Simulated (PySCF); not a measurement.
# CH₈OSi₃: electronic excitations at several levels of theory, part 1 of 2

Aim: compute the electronic excitations of CH₈OSi₃ (`[SiH3][Si@H]1C[SiH2]O1`) at several levels, and see how far they spread and what each costs.

The runs use PySCF 2.14.0, with density-fitted response routines of our own; the level of theory stands in each step. All values are computed, except where a source is named. Atoms are numbered from 0 throughout.

## Step 1: The molecule as given

13 atoms, charge 0, multiplicity 1; geometry from: PBE0-D3(BJ)/def2-SVP.

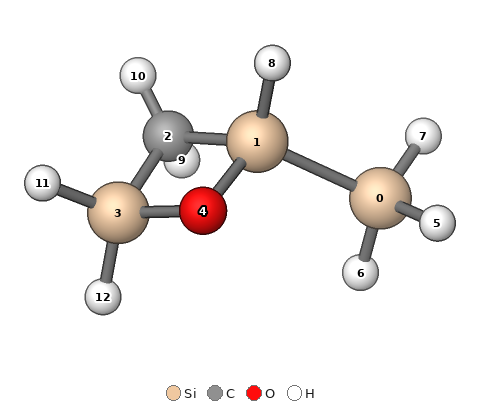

As it starts; silicon light orange, carbon grey, oxygen red, hydrogen white, atoms numbered.

## Step 2: Excited states and response: HF/def2-SVPD

What the job is given:

```
{"job": {"kind": "uv", "xc": "HF", "basis": "def2-SVPD", "ip": true}, "charge": 0, "multiplicity": 1}
Si     2.332503     0.113977     0.292153
Si     0.077699    -0.248862     0.818881
C     -1.158848     0.919871    -0.037406
Si    -1.743293    -0.679454    -0.874880
O     -0.572061    -1.577648    -0.032350
H      3.181968    -1.058241     0.663062
H      2.456732     0.361584    -1.178520
H      2.830115     1.323038     1.021714
H     -0.127765    -0.398072     2.292616
H     -0.720690     1.671516    -0.711102
H     -1.883219     1.413061     0.627939
H     -3.131550    -1.115303    -0.546232
H     -1.540310    -0.745219    -2.350969
```

With the program's defaults for keys left out, this is: TDDFT HF/def2-SVPD, vertical, gas phase, core orbitals frozen in the response.

Started as:

```bash
> OMP_NUM_THREADS=1 python probes_run.py task.json out
```

One launch serves the whole session: the jobs run in the order shown.

The log of the run:

```text
final grid: 101176 points
cycle   1  E = -983.7844293361  dE =  2.980e-01  |g| = 6.368e-01  |ddm| = 3.899e+00
cycle   2  E = -983.8627372984  dE = -7.831e-02  |g| = 4.326e-01  |ddm| = 1.478e+00
cycle   3  E = -983.9002533160  dE = -3.752e-02  |g| = 7.190e-02  |ddm| = 4.870e-01
cycle   4  E = -983.9023551325  dE = -2.102e-03  |g| = 1.171e-02  |ddm| = 2.296e-01
cycle   5  E = -983.9024248253  dE = -6.969e-05  |g| = 2.772e-03  |ddm| = 4.385e-02
cycle   6  E = -983.9024295563  dE = -4.731e-06  |g| = 8.978e-04  |ddm| = 9.501e-03
cycle   7  E = -983.9024300600  dE = -5.038e-07  |g| = 2.437e-04  |ddm| = 2.643e-03
cycle   8  E = -983.9024300998  dE = -3.979e-08  |g| = 6.850e-05  |ddm| = 8.091e-04
cycle   9  E = -983.9024301034  dE = -3.543e-09  |g| = 1.841e-05  |ddm| = 2.802e-04
cycle  10  E = -983.9024301037  dE = -3.081e-10  |g| = 5.108e-06  |ddm| = 7.897e-05
converged SCF energy = -983.9024301037

Static polarisability (au): isotropic 87.542, principal 76.519 81.864 104.242

Singlet excitations
state   eV       nm        f      main configurations
  1   6.8684    180.5   0.04867   H->L 0.73
  2   7.7017    161.0   0.09930   H->L+4 0.32, H->L+2 0.18, H->L+1 0.10
  3   7.8292    158.4   0.10228   H-1->L 0.69
  4   8.3703    148.1   0.00139   H->L+1 0.47, H->L+3 0.15
  5   8.6068    144.1   0.01423   H-2->L 0.21, H-1->L+1 0.12
  6   8.7276    142.1   0.32261   H->L+2 0.19, H->L+11 0.11
  7   8.7992    140.9   0.08699   H-1->L+1 0.15, H-2->L 0.13, H-1->L+2 0.09
  8   8.9335    138.8   0.28906   H->L+4 0.17, H->L+2 0.15, H->L+6 0.12
  9   8.9792    138.1   0.03596   H-3->L 0.34, H-2->L 0.13
 10   9.0924    136.4   0.01641   H->L+8 0.45, H->L+5 0.17, H->L+6 0.08

Triplet excitations (Tamm-Dancoff, eV): 5.8820 6.4644 7.0400 7.5657
Vertical ionisation energy (delta-SCF) = 9.2264 eV
```

It took 13 s on 1 thread of AMD EPYC 9R45, shared host; peak memory 0.74 GiB.

The orbitals next to the gap, with their largest atomic shares:

| orbital | eV | atoms |
| --- | --- | --- |
| HOMO−3 | -12.78 | O4 21 %, Si3 19 %, H12 13 % |
| HOMO−2 | -12.64 | O4 30 %, C2 21 %, Si3 18 % |
| HOMO−1 | -11.43 | C2 25 %, Si1 19 %, H8 14 % |
| HOMO | -10.46 | Si0 25 %, Si1 24 %, C2 19 % |
| LUMO | 2.19 | Si1 16 %, Si3 14 %, C2 14 % |
| LUMO+1 | 2.44 | Si0 33 %, Si3 20 %, Si1 12 % |
| LUMO+2 | 2.59 | Si0 34 %, Si3 20 %, Si1 10 % |

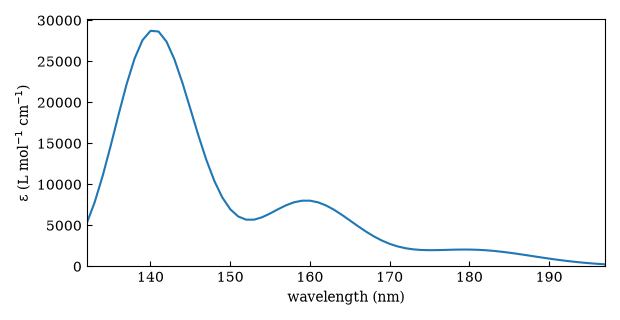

Absorption spectrum: each of the 10 states is a Gaussian band of 0.4 eV half-width at 1/e. Beyond the last state computed it falls off for lack of states.

Further results of this job:

| property | computed |
| --- | --- |
| dipole moment (D) | 1.78 |
| polarisability (Å³) | 12.97 |
| HOMO–LUMO gap (eV) | 12.65 |
| −ε(HOMO) (eV) | 10.46 |

## Step 3: Excited states and response: LDA/def2-SVPD

The job, as its differences from that of step 2:

```diff
@@ -1,2 +1,2 @@
-{"job": {"kind": "uv", "xc": "HF", "basis": "def2-SVPD", "ip": true}, "charge": 0, "multiplicity": 1}
+{"job": {"kind": "uv", "xc": "LDA", "basis": "def2-SVPD", "ip": true}, "charge": 0, "multiplicity": 1}
 Si     2.332503     0.113977     0.292153
```

Method: TDDFT LDA/def2-SVPD, vertical, gas phase, core orbitals frozen in the response.

The log of the run:

```text
coarse grid: 12008 points
cycle   1  E = -981.6006120488  dE =  2.970e-01  |g| = 9.085e-01  |ddm| = 4.277e+00
cycle   2  E = -980.3296417959  dE =  1.271e+00  |g| = 2.482e+00  |ddm| = 3.663e+00
cycle   3  E = -981.7505127625  dE = -1.421e+00  |g| = 3.223e-01  |ddm| = 2.937e+00
cycle   4  E = -981.7669995773  dE = -1.649e-02  |g| = 2.140e-01  |ddm| = 6.340e-01
cycle   5  E = -981.7783315453  dE = -1.133e-02  |g| = 3.652e-02  |ddm| = 2.567e-01
cycle   6  E = -981.7788062240  dE = -4.747e-04  |g| = 9.879e-03  |ddm| = 8.599e-02
cycle   7  E = -981.7788340818  dE = -2.786e-05  |g| = 1.880e-03  |ddm| = 1.902e-02
cycle   8  E = -981.7788350083  dE = -9.265e-07  |g| = 5.723e-04  |ddm| = 3.905e-03
final grid: 101176 points
cycle   9  E = -981.9114599996  dE = -1.258e-05  |g| = 2.183e-03  |ddm| = 5.072e-02
cycle  10  E = -981.9114575242  dE =  2.475e-06  |g| = 3.685e-03  |ddm| = 6.447e-03
cycle  11  E = -981.9114611572  dE = -3.633e-06  |g| = 4.270e-04  |ddm| = 4.377e-03
cycle  12  E = -981.9114612107  dE = -5.346e-08  |g| = 1.869e-04  |ddm| = 9.545e-04
cycle  13  E = -981.9114612186  dE = -7.895e-09  |g| = 7.300e-05  |ddm| = 2.857e-04
cycle  14  E = -981.9114612197  dE = -1.101e-09  |g| = 1.532e-05  |ddm| = 1.113e-04
cycle  15  E = -981.9114612198  dE = -7.003e-11  |g| = 2.622e-06  |ddm| = 2.839e-05
converged SCF energy = -981.9114612198

Static polarisability (au): isotropic 102.203, principal 86.633 93.219 126.758

Singlet excitations
state   eV       nm        f      main configurations
  1   4.9726    249.3   0.00521   H->L 0.98
  2   5.5135    224.9   0.04305   H-1->L 0.98
  3   5.8860    210.6   0.00256   H-2->L 0.96
  4   5.9194    209.5   0.02411   H->L+1 0.90
  5   6.3078    196.6   0.00101   H-3->L 0.76, H->L+2 0.16
  6   6.3693    194.7   0.00039   H->L+2 0.54, H-1->L+1 0.27, H-3->L 0.12
  7   6.3941    193.9   0.00907   H-1->L+1 0.67, H->L+2 0.14, H->L+3 0.08
  8   6.6557    186.3   0.13459   H->L+3 0.63
  9   6.6916    185.3   0.01323   H->L+4 0.58, H-2->L+1 0.21, H-4->L 0.11
 10   6.7502    183.7   0.00629   H-2->L+1 0.73, H->L+4 0.11

Triplet excitations (Tamm-Dancoff, eV): 4.6701 5.2380 5.5655 5.7027
Vertical ionisation energy (delta-SCF) = 9.2638 eV
Vertical electron affinity (delta-SCF) = -0.2810 eV
```

Run time: 47 s. Hardware: 1 thread of AMD EPYC 9R45, shared host; peak memory 0.55 GiB.

Key values: HOMO -6.65 eV, LUMO -1.84 eV; lowest singlet 4.97 eV.

## Step 4: Ultraviolet spectrum: PBE/def2-SVPD

The job, as its differences from that of step 3:

```diff
@@ -1,2 +1,2 @@
-{"job": {"kind": "uv", "xc": "LDA", "basis": "def2-SVPD", "ip": true}, "charge": 0, "multiplicity": 1}
+{"job": {"kind": "uv", "xc": "PBE", "basis": "def2-SVPD", "ip": true}, "charge": 0, "multiplicity": 1}
 Si     2.332503     0.113977     0.292153
```

Level: TDDFT PBE/def2-SVPD, vertical, gas phase, core orbitals frozen in the response.

The log of the run:

```text
coarse grid: 12008 points
cycle   1  E = -985.3834965119  dE =  2.885e-01  |g| = 9.125e-01  |ddm| = 4.320e+00
cycle   2  E = -984.1729344398  dE =  1.211e+00  |g| = 2.432e+00  |ddm| = 3.481e+00
cycle   3  E = -985.5342283706  dE = -1.361e+00  |g| = 3.198e-01  |ddm| = 2.822e+00
cycle   4  E = -985.5516829369  dE = -1.745e-02  |g| = 2.019e-01  |ddm| = 6.205e-01
cycle   5  E = -985.5619404389  dE = -1.026e-02  |g| = 3.654e-02  |ddm| = 2.563e-01
cycle   6  E = -985.5624140890  dE = -4.737e-04  |g| = 9.464e-03  |ddm| = 8.494e-02
cycle   7  E = -985.5624403124  dE = -2.622e-05  |g| = 1.727e-03  |ddm| = 1.867e-02
cycle   8  E = -985.5624410984  dE = -7.860e-07  |g| = 5.430e-04  |ddm| = 3.667e-03
final grid: 101176 points
cycle   9  E = -985.7323769149  dE =  7.908e-06  |g| = 1.283e-02  |ddm| = 5.643e-02
cycle  10  E = -985.7322053771  dE =  1.715e-04  |g| = 3.112e-02  |ddm| = 4.505e-02
cycle  11  E = -985.7324105227  dE = -2.051e-04  |g| = 2.458e-03  |ddm| = 3.424e-02
cycle  12  E = -985.7324120062  dE = -1.484e-06  |g| = 3.852e-04  |ddm| = 3.041e-03
cycle  13  E = -985.7324120600  dE = -5.381e-08  |g| = 8.344e-05  |ddm| = 7.878e-04
cycle  14  E = -985.7324120624  dE = -2.396e-09  |g| = 1.731e-05  |ddm| = 1.836e-04
cycle  15  E = -985.7324120625  dE = -1.146e-10  |g| = 4.582e-06  |ddm| = 4.127e-05
converged SCF energy = -985.7324120625

Static polarisability (au): isotropic 100.033, principal 85.078 91.131 123.889

Singlet excitations
state   eV       nm        f      main configurations
  1   5.0869    243.7   0.00704   H->L 0.98
  2   5.6038    221.3   0.04473   H-1->L 0.98
  3   5.9628    207.9   0.00158   H-2->L 0.98
  4   6.0179    206.0   0.02293   H->L+1 0.93
  5   6.4282    192.9   0.00027   H->L+2 0.64, H-3->L 0.22, H->L+3 0.11
  6   6.4583    192.0   0.00362   H-1->L+1 0.91
  7   6.4903    191.0   0.00526   H-3->L 0.69, H->L+2 0.18
  8   6.7391    184.0   0.18255   H->L+3 0.68
  9   6.7719    183.1   0.01269   H->L+4 0.45, H-2->L+1 0.45
 10   6.8227    181.7   0.00658   H-2->L+1 0.52, H->L+4 0.35

Triplet excitations (Tamm-Dancoff, eV): 4.7029 5.2763 5.5591 5.7577
Vertical ionisation energy (delta-SCF) = 9.1719 eV
Vertical electron affinity (delta-SCF) = -0.4244 eV
```

Run time: 66 s. Hardware: 1 thread of AMD EPYC 9R45, shared host; peak memory 0.66 GiB.

In short: HOMO -6.57 eV, LUMO -1.63 eV; lowest singlet 5.09 eV.

## Step 5: Excited states and response: B3LYP/def2-SVPD

The job, as its differences from that of step 4:

```diff
@@ -1,2 +1,2 @@
-{"job": {"kind": "uv", "xc": "PBE", "basis": "def2-SVPD", "ip": true}, "charge": 0, "multiplicity": 1}
+{"job": {"kind": "uv", "xc": "B3LYP", "basis": "def2-SVPD", "ip": true}, "charge": 0, "multiplicity": 1}
 Si     2.332503     0.113977     0.292153
```

With the program's defaults for keys left out, this is: TDDFT B3LYP/def2-SVPD, vertical, gas phase, core orbitals frozen in the response.

The log of the run:

```text
coarse grid: 12008 points
cycle   1  E = -986.1071907826  dE =  2.781e-01  |g| = 8.552e-01  |ddm| = 4.227e+00
cycle   2  E = -985.6148058583  dE =  4.924e-01  |g| = 1.735e+00  |ddm| = 2.813e+00
cycle   3  E = -986.2498016380  dE = -6.350e-01  |g| = 1.827e-01  |ddm| = 1.959e+00
cycle   4  E = -986.2560636589  dE = -6.262e-03  |g| = 9.243e-02  |ddm| = 3.243e-01
cycle   5  E = -986.2583022996  dE = -2.239e-03  |g| = 1.363e-02  |ddm| = 1.122e-01
cycle   6  E = -986.2583630906  dE = -6.079e-05  |g| = 2.412e-03  |ddm| = 2.924e-02
cycle   7  E = -986.2583648822  dE = -1.792e-06  |g| = 3.972e-04  |ddm| = 5.099e-03
final grid: 101176 points
cycle   8  E = -986.3925874574  dE = -9.342e-06  |g| = 3.173e-03  |ddm| = 4.355e-02
cycle   9  E = -986.3925834016  dE =  4.056e-06  |g| = 5.242e-03  |ddm| = 9.106e-03
cycle  10  E = -986.3925898844  dE = -6.483e-06  |g| = 6.036e-04  |ddm| = 5.747e-03
cycle  11  E = -986.3925899602  dE = -7.584e-08  |g| = 1.149e-04  |ddm| = 7.886e-04
cycle  12  E = -986.3925899635  dE = -3.242e-09  |g| = 3.108e-05  |ddm| = 2.068e-04
cycle  13  E = -986.3925899638  dE = -3.370e-10  |g| = 4.309e-06  |ddm| = 6.190e-05
converged SCF energy = -986.3925899638

Static polarisability (au): isotropic 96.405, principal 82.579 88.576 118.061

Singlet excitations
state   eV       nm        f      main configurations
  1   5.6003    221.4   0.01717   H->L 0.98
  2   6.1726    200.9   0.05498   H-1->L 0.98
  3   6.5273    189.9   0.03225   H->L+1 0.97
  4   6.7056    184.9   0.00020   H-2->L 0.99
  5   6.9687    177.9   0.00182   H->L+2 0.92
  6   7.0557    175.7   0.00515   H-1->L+1 0.88
  7   7.1800    172.7   0.00553   H-3->L 0.83
  8   7.2800    170.3   0.35295   H->L+3 0.80
  9   7.4033    167.5   0.00267   H->L+4 0.80, H-3->L 0.09
 10   7.5310    164.6   0.01028   H->L+6 0.65, H->L+5 0.19

Triplet excitations (Tamm-Dancoff, eV): 5.1506 5.8124 5.9707 6.4653
Vertical ionisation energy (delta-SCF) = 9.5024 eV
```

Run time: 58 s. Hardware: 1 thread of AMD EPYC 9R45, shared host; peak memory 0.83 GiB.

This run: HOMO -7.55 eV, LUMO -0.97 eV; lowest singlet 5.60 eV.

## Step 6: Ultraviolet spectrum: PBE0/def2-SVPD

The job, as its differences from that of step 5:

```diff
@@ -1,2 +1,2 @@
-{"job": {"kind": "uv", "xc": "B3LYP", "basis": "def2-SVPD", "ip": true}, "charge": 0, "multiplicity": 1}
+{"job": {"kind": "uv", "xc": "PBE0", "basis": "def2-SVPD", "ip": true}, "charge": 0, "multiplicity": 1}
 Si     2.332503     0.113977     0.292153
```

Method: TDDFT PBE0/def2-SVPD, vertical, gas phase, core orbitals frozen in the response.

The log of the run:

```text
coarse grid: 12008 points
cycle   1  E = -985.5818721601  dE =  2.602e-01  |g| = 7.695e-01  |ddm| = 4.131e+00
cycle   2  E = -985.2616373743  dE =  3.202e-01  |g| = 1.450e+00  |ddm| = 2.542e+00
cycle   3  E = -985.7004773624  dE = -4.388e-01  |g| = 1.397e-01  |ddm| = 1.691e+00
cycle   4  E = -985.7041940526  dE = -3.717e-03  |g| = 6.739e-02  |ddm| = 2.460e-01
cycle   5  E = -985.7054053013  dE = -1.211e-03  |g| = 8.524e-03  |ddm| = 8.486e-02
cycle   6  E = -985.7054280432  dE = -2.274e-05  |g| = 1.526e-03  |ddm| = 1.872e-02
cycle   7  E = -985.7054287887  dE = -7.455e-07  |g| = 2.712e-04  |ddm| = 3.505e-03
final grid: 101176 points
cycle   8  E = -985.8333861562  dE = -5.040e-06  |g| = 7.362e-03  |ddm| = 3.994e-02
cycle   9  E = -985.8333627456  dE =  2.341e-05  |g| = 1.288e-02  |ddm| = 2.113e-02
cycle  10  E = -985.8333976493  dE = -3.490e-05  |g| = 8.614e-04  |ddm| = 1.392e-02
cycle  11  E = -985.8333978203  dE = -1.710e-07  |g| = 9.900e-05  |ddm| = 1.041e-03
cycle  12  E = -985.8333978236  dE = -3.324e-09  |g| = 2.925e-05  |ddm| = 2.472e-04
cycle  13  E = -985.8333978239  dE = -3.288e-10  |g| = 5.375e-06  |ddm| = 7.057e-05
converged SCF energy = -985.8333978239

Static polarisability (au): isotropic 95.813, principal 82.097 87.957 117.385

Singlet excitations
state   eV       nm        f      main configurations
  1   5.6714    218.6   0.01663   H->L 0.98
  2   6.2556    198.2   0.05833   H-1->L 0.98
  3   6.6496    186.5   0.03687   H->L+1 0.96
  4   6.8202    181.8   0.00014   H-2->L 0.98
  5   7.1301    173.9   0.00439   H->L+2 0.91
  6   7.1970    172.3   0.01037   H-1->L+1 0.68, H-3->L 0.21
  7   7.2695    170.6   0.00952   H-3->L 0.64, H-1->L+1 0.22
  8   7.4592    166.2   0.32549   H->L+3 0.79
  9   7.5965    163.2   0.01802   H->L+4 0.67, H->L+5 0.11
 10   7.6749    161.5   0.02450   H->L+6 0.65, H->L+5 0.12, H->L+4 0.08

Triplet excitations (Tamm-Dancoff, eV): 5.1294 5.8283 5.9530 6.5352
Vertical ionisation energy (delta-SCF) = 9.5284 eV
```

Wall time 41 s (1 thread of AMD EPYC 9R45, shared host); peak memory 0.83 GiB.

In short: HOMO -7.75 eV, LUMO -0.81 eV; lowest singlet 5.67 eV.

## Step 7: TDDFT and polarisability: BHandHLYP/def2-SVPD

The job, as its differences from that of step 6:

```diff
@@ -1,2 +1,2 @@
-{"job": {"kind": "uv", "xc": "PBE0", "basis": "def2-SVPD", "ip": true}, "charge": 0, "multiplicity": 1}
+{"job": {"kind": "uv", "xc": "BHandHLYP", "basis": "def2-SVPD", "ip": true}, "charge": 0, "multiplicity": 1}
 Si     2.332503     0.113977     0.292153
```

With the program's defaults for keys left out, this is: TDDFT BHandHLYP/def2-SVPD, vertical, gas phase, core orbitals frozen in the response.

The log of the run:

```text
coarse grid: 12008 points
cycle   1  E = -986.0653234310  dE =  2.689e-01  |g| = 7.264e-01  |ddm| = 4.041e+00
cycle   2  E = -985.9797980463  dE =  8.553e-02  |g| = 9.983e-01  |ddm| = 2.144e+00
cycle   3  E = -986.1777957868  dE = -1.980e-01  |g| = 7.909e-02  |ddm| = 1.180e+00
cycle   4  E = -986.1789687448  dE = -1.173e-03  |g| = 3.999e-02  |ddm| = 1.588e-01
cycle   5  E = -986.1794012908  dE = -4.325e-04  |g| = 5.173e-03  |ddm| = 5.341e-02
cycle   6  E = -986.1794088370  dE = -7.546e-06  |g| = 9.293e-04  |ddm| = 1.095e-02
final grid: 101176 points
cycle   7  E = -986.2657563424  dE = -5.126e-06  |g| = 1.738e-03  |ddm| = 2.931e-02
cycle   8  E = -986.2657564893  dE = -1.468e-07  |g| = 1.629e-03  |ddm| = 5.090e-03
cycle   9  E = -986.2657572165  dE = -7.272e-07  |g| = 1.259e-04  |ddm| = 2.031e-03
cycle  10  E = -986.2657572205  dE = -4.004e-09  |g| = 6.768e-05  |ddm| = 3.014e-04
cycle  11  E = -986.2657572214  dE = -9.697e-10  |g| = 2.576e-05  |ddm| = 9.134e-05
converged SCF energy = -986.2657572214

Static polarisability (au): isotropic 92.225, principal 79.640 85.376 111.660

Singlet excitations
state   eV       nm        f      main configurations
  1   6.1639    201.1   0.03008   H->L 0.94
  2   6.8765    180.3   0.07899   H-1->L 0.93
  3   7.0867    175.0   0.04312   H->L+1 0.81
  4   7.5785    163.6   0.00166   H->L+2 0.47, H->L+3 0.22, H->L+1 0.09
  5   7.6315    162.5   0.00143   H-2->L 0.78
  6   7.7674    159.6   0.01017   H-1->L+1 0.45, H-3->L 0.22
  7   7.8833    157.3   0.02289   H-3->L 0.39, H-1->L+1 0.19, H->L+2 0.16
  8   7.9539    155.9   0.44097   H->L+3 0.34, H->L+2 0.17, H-1->L+1 0.13
  9   8.1311    152.5   0.06631   H->L+6 0.49, H->L+3 0.13
 10   8.2310    150.6   0.00174   H->L+4 0.37, H->L+8 0.11, H->L+6 0.09

Triplet excitations (Tamm-Dancoff, eV): 5.5582 6.2719 6.4362 7.0694
Vertical ionisation energy (delta-SCF) = 9.7234 eV
```

It took 32 s on 1 thread of AMD EPYC 9R45, shared host; peak memory 0.83 GiB.

In short: HOMO -8.82 eV, LUMO 0.10 eV; lowest singlet 6.16 eV.

## Step 8: Excited states and response: CAM-B3LYP/def2-SVPD

The job, as its differences from that of step 7:

```diff
@@ -1,2 +1,2 @@
-{"job": {"kind": "uv", "xc": "BHandHLYP", "basis": "def2-SVPD", "ip": true}, "charge": 0, "multiplicity": 1}
+{"job": {"kind": "uv", "xc": "CAM-B3LYP", "basis": "def2-SVPD", "ip": true}, "charge": 0, "multiplicity": 1}
 Si     2.332503     0.113977     0.292153
```

Level: TDDFT CAM-B3LYP/def2-SVPD, vertical, gas phase, core orbitals frozen in the response.

The log of the run:

```text
coarse grid: 12008 points
cycle   1  E = -986.0226325694  dE =  2.969e-01  |g| = 7.967e-01  |ddm| = 4.097e+00
cycle   2  E = -985.8620555844  dE =  1.606e-01  |g| = 1.225e+00  |ddm| = 2.328e+00
cycle   3  E = -986.1538496230  dE = -2.918e-01  |g| = 9.364e-02  |ddm| = 1.333e+00
cycle   4  E = -986.1555473706  dE = -1.698e-03  |g| = 4.635e-02  |ddm| = 1.843e-01
cycle   5  E = -986.1561114696  dE = -5.641e-04  |g| = 6.546e-03  |ddm| = 6.110e-02
cycle   6  E = -986.1561238974  dE = -1.243e-05  |g| = 1.143e-03  |ddm| = 1.449e-02
cycle   7  E = -986.1561244385  dE = -5.411e-07  |g| = 2.498e-04  |ddm| = 3.340e-03
final grid: 101176 points
cycle   8  E = -986.2918345533  dE = -8.474e-06  |g| = 1.684e-03  |ddm| = 2.763e-02
cycle   9  E = -986.2918344329  dE =  1.204e-07  |g| = 1.888e-03  |ddm| = 4.976e-03
cycle  10  E = -986.2918352801  dE = -8.472e-07  |g| = 2.400e-04  |ddm| = 1.922e-03
cycle  11  E = -986.2918352891  dE = -8.979e-09  |g| = 1.188e-04  |ddm| = 4.190e-04
cycle  12  E = -986.2918352921  dE = -2.972e-09  |g| = 1.232e-05  |ddm| = 1.356e-04
cycle  13  E = -986.2918352921  dE = -6.094e-11  |g| = 2.568e-06  |ddm| = 3.332e-05
converged SCF energy = -986.2918352921

Static polarisability (au): isotropic 94.627, principal 81.565 87.427 114.889

Singlet excitations
state   eV       nm        f      main configurations
  1   5.9377    208.8   0.01997   H->L 0.94
  2   6.5825    188.4   0.06611   H-1->L 0.94
  3   6.8862    180.0   0.04003   H->L+1 0.82
  4   7.1710    172.9   0.00054   H-2->L 0.93
  5   7.3646    168.4   0.00130   H->L+2 0.45, H->L+3 0.27, H->L+1 0.08
  6   7.4767    165.8   0.01326   H-1->L+1 0.38, H-3->L 0.36
  7   7.5886    163.4   0.01871   H-1->L+1 0.43, H-3->L 0.27, H->L+2 0.10
  8   7.7495    160.0   0.38635   H->L+3 0.32, H->L+2 0.30
  9   7.9279    156.4   0.06041   H->L+6 0.48, H->L+3 0.09, H-1->L+6 0.09
 10   8.0156    154.7   0.00517   H->L+8 0.22, H->L+4 0.22, H->L+5 0.12

Triplet excitations (Tamm-Dancoff, eV): 5.3935 6.1259 6.2196 6.8425
Vertical ionisation energy (delta-SCF) = 9.7228 eV
```

It took 37 s on 1 thread of AMD EPYC 9R45, shared host; peak memory 0.97 GiB.

This run: HOMO -9.03 eV, LUMO 0.22 eV; lowest singlet 5.94 eV.

(Continued in part 2 of 2.)
